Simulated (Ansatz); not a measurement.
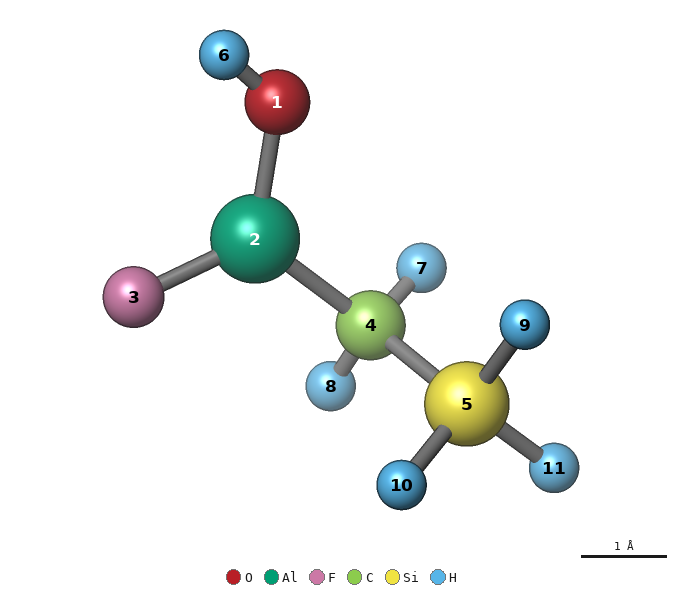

Orthographic view. Distant atoms are faded towards the background colour. The geometry was computed by an optimisation with PBE0-D4/def2-TZVP. No frequency run is at hand to confirm it as a minimum.

Write the connection table.

O1: Al2, H6
Al2: O1, F3, C4
F3: Al2
C4: Al2, Si5, H7, H8
Si5: C4, H9, H10, H11
H6: O1
H7: C4
H8: C4
H9: Si5
H10: Si5
H11: Si5
